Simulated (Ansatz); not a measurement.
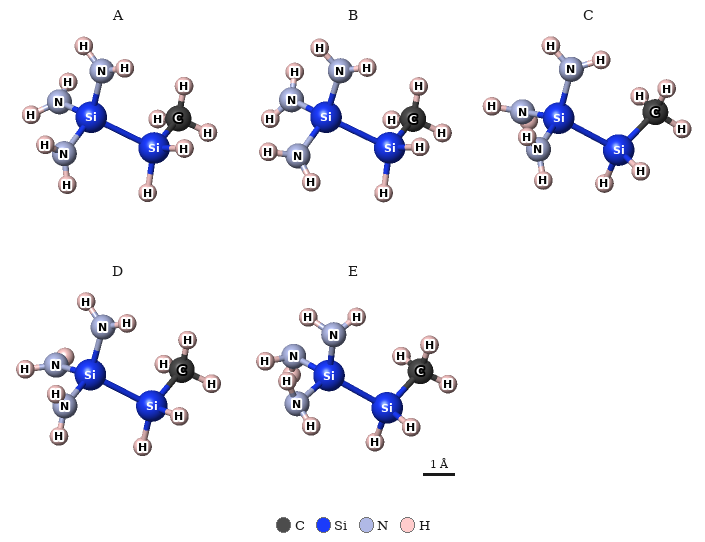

5 geometries from one relaxation of CH11N3Si2, in shuffled order. Style: ball-and-stick. Shown at a tilt.

The run prepares an end point of a later path (torsion) calculation, from a guessed geometry.

Method: RKS PBE0/6-31G in Ansatz. Set-up: no spin polarisation; force threshold 0.015 eV/Å; at most 40 steps.

Order the frames from highest to lowest energy.

Answer. E, C, D, A, B. They are steps 0, 4, 10, 28, 34, at +297.0 kJ/mol, +27.2 kJ/mol, +8.11 kJ/mol, +5.71 kJ/mol relative to the last. Over 33 accepted moves (34 points after the start) the energy falls by 297.0 kJ/mol. The largest force component goes from 4.6 to 0.014 eV/Å. The line search rejected the trial step at point 26 of the run. The forces were under the threshold at step 18, but the run went on from there. The atom that moves furthest after the best rigid fit is an H atom (1.54 Å). Largest moves by element: H 1.54 Å, C 0.39 Å, Si 0.36 Å, N 0.33 Å. Near-neighbour distances that change, for instance: N–Si 1.644 → 1.761 Å, N–Si 1.666 → 1.764 Å, C–Si 1.826 → 1.919 Å, Si–Si 2.292 → 2.367 Å. Among the angles between lasting bonds that change: N–Si–N 96.2° → 121.1°, Si–N–H 101.6° → 122.3°, Si–N–H 102.9° → 121.7°. Groups turn about Si–Si by about 25°.
